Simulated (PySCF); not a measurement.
```yaml
atoms:
  - { symbol: F, position_ang: [2.1912, -0.1054, 1.2690] }
  - { symbol: C, position_ang: [2.2745, -0.3650, -0.0452] }
  - { symbol: F, position_ang: [2.5823, -1.6678, -0.1546] }
  - { symbol: F, position_ang: [3.3336, 0.3225, -0.5010] }
  - { symbol: P, position_ang: [0.7302, 0.0301, -1.0823] }
  - { symbol: C, position_ang: [-0.0013, 1.2778, 0.0482] }
  - { symbol: C, position_ang: [-0.5207, -0.1141, 0.2711] }
  - { symbol: Si, position_ang: [-2.2899, -0.5495, -0.2487] }
  - { symbol: H, position_ang: [0.6437, 1.7265, 0.7938] }
  - { symbol: H, position_ang: [-0.6630, 1.9870, -0.4319] }
  - { symbol: H, position_ang: [-0.1573, -0.6142, 1.1631] }
  - { symbol: H, position_ang: [-3.1749, -0.0752, 0.8172] }
  - { symbol: H, position_ang: [-2.5686, 0.1444, -1.5062] }
  - { symbol: H, position_ang: [-2.3805, -1.9975, -0.4149] }
```

Geometry: GFN2-xTB.

Theory: PySCF 2.14.0, PBE0/pcSseg-1, SCF density, gas phase, non-relativistic.

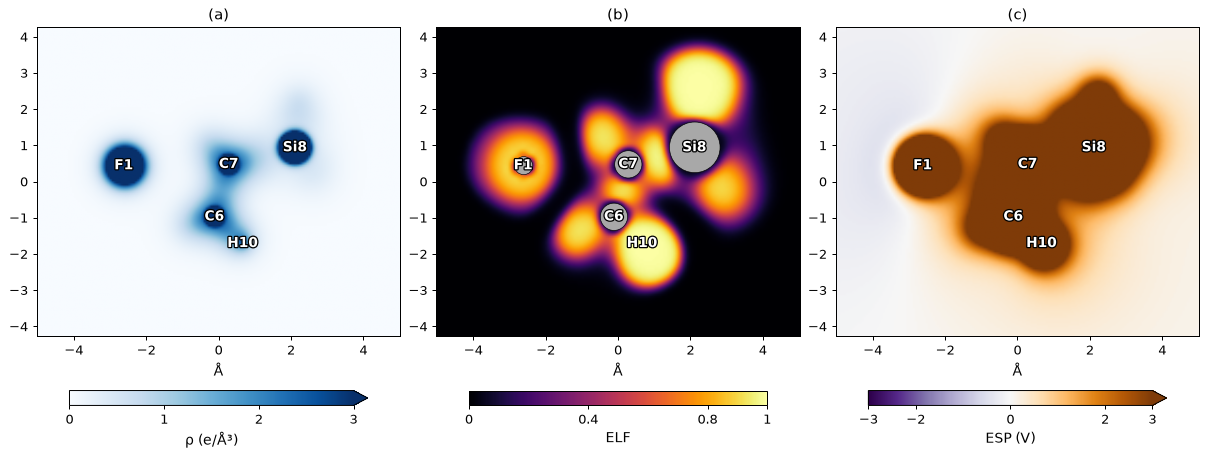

C3H6F3PSi. (a) electron density; (b) ELF; (c) molecular electrostatic potential on the plane of atoms C6, C7 and Si8. Grey discs cover the atomic cores in the ELF map.

> Read the bonding off the picture.

- The section cuts through F, C, Si and H sites.
- C–C (1.50 Å): ρ at the midpoint is about 1.6 e/Å³; the ELF peaks at about 0.90 between the atoms, as expected for a covalent bond.
- C–Si (1.89 Å): the density is about 0.91 e/Å³ at the midpoint; the ELF peaks at about 0.95 between the atoms, as expected for a shared electron pair.
- C–H (1.08 Å): ρ is about 2 e/Å³ halfway; the ELF climbs to about 1 towards the hydrogen, as it does in any bond to H: a covalent bond by its length.
- The ELF also peaks beside F1, away from the bonds: lone-pair regions.
- Outside the dense part of the molecule the potential is most negative (−0.4 V) near F1.
